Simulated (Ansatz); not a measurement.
# AlH5S: the cost of one run

All numbers below are computed with Ansatz 0.2.0 (RKS CAM-B3LYP/def2-SVP).

### Step 1. The starting structure

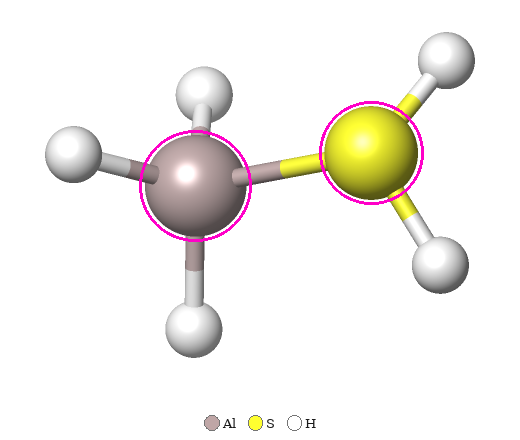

The starting structure, seen from a chosen angle (aluminium light grey, sulfur yellow, hydrogen white). Ringed: Al1, S2.

Structure file:

```xyz
7

Al   -0.4033   -0.6927   -0.3938
S     0.8308    0.6287    0.8913
H    -0.3798   -2.1659    0.0603
H    -1.8938   -0.1469   -0.3018
H     0.0423   -0.5384   -1.9381
H     0.0577    1.5906    1.5114
H     1.8074    1.2566    0.1250
```

### Step 2. End point A

input.yaml

```yaml
crystal:
  periodic: [false, false, false]
  atoms:
    - { symbol: Al, position_ang: [-0.4033, -0.6927, -0.3938] }
    - { symbol: S, position_ang: [0.8308, 0.6287, 0.8913] }
    - { symbol: H, position_ang: [-0.3798, -2.1659, 0.0603] }
    - { symbol: H, position_ang: [-1.8938, -0.1469, -0.3018] }
    - { symbol: H, position_ang: [0.0423, -0.5384, -1.9381] }
    - { symbol: H, position_ang: [0.0577, 1.5906, 1.5114] }
    - { symbol: H, position_ang: [1.8074, 1.2566, 0.125] }
basis:
  gaussian: { orbitals: def2-SVP }
hamiltonian:
  xc: cam_b3lyp
relax:
  f_tol: 0.015
  max_steps: 40
```

Run with:

```console
$ ansatz run input.yaml --threads 1 --pin off --max-ram 2048MiB --backend cpu --events-out ev --progress --plain --runs-dir out
```

Q: Estimate wall time and peak memory on 1 thread of AMD EPYC 7R43 (Zen 3), shared host.

About 33 s, with a peak of 0.14 GiB.
